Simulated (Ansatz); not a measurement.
System: a (100) slab cut from Ag (Fm-3m), 16 atoms in the cell, the slab at its places in the relaxed adsorbed structure.

```xyz
16
Lattice="5.7607 0.0000 0.0000 0.0000 5.7607 0.0000 0.0000 0.0000 24.8594" Properties=species:S:1:pos:R:3 pbc="T T T"
Ag    1.4402    1.4402    8.0000
Ag    1.4402    4.3205    8.0000
Ag    4.3205    1.4402    8.0000
Ag    4.3205    4.3205    8.0000
Ag    2.8803    2.8803   10.0367
Ag    2.8803    0.0000   10.0367
Ag    0.0000    2.8803   10.0367
Ag    0.0000    0.0000   10.0367
Ag    4.3154    4.3125   12.1020
Ag    4.3156    1.4465   12.0969
Ag    1.4456    4.3124   12.1023
Ag    1.4454    1.4467   12.0948
Ag    0.0010    0.0011   14.1353
Ag    0.0013    2.8719   14.1169
Ag    2.8794    0.0111   14.1001
Ag    2.8791    2.8568   14.1831
```

Level of theory: DFT PBE+D3(BJ), scalar-relativistic, plane waves, PAW, no spin polarisation, 3×3×1 k mesh; code Ansatz 0.2.0.

What does the potential across the slab give for the work function?

The work function is 4.07 eV, the same on both faces. The two vacuum levels agree, so the slab has no net dipole along its normal. The outermost atoms are 6.2 Å apart, which leaves 18.7 Å of vacuum in a cell 24.9 Å high.

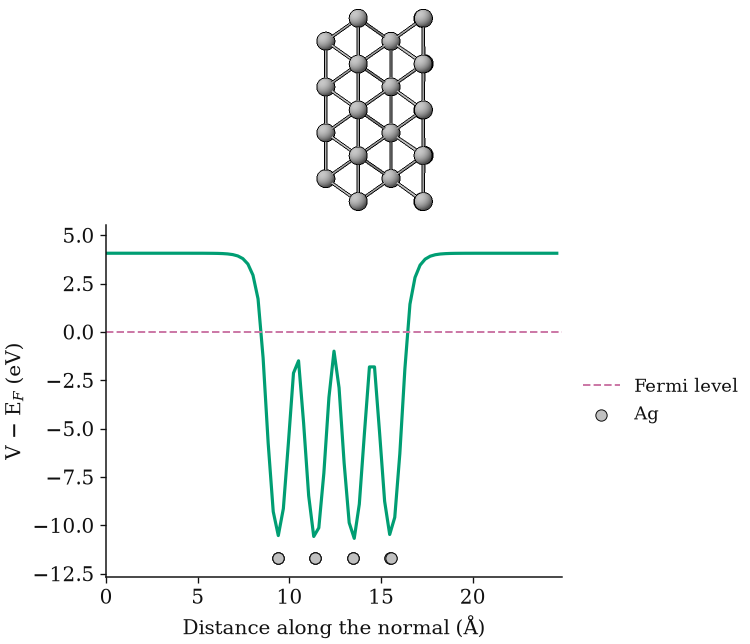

Plane-averaged electrostatic potential energy of an electron across the slab; circles at the bottom mark the heights of the atoms. The structure is drawn too.
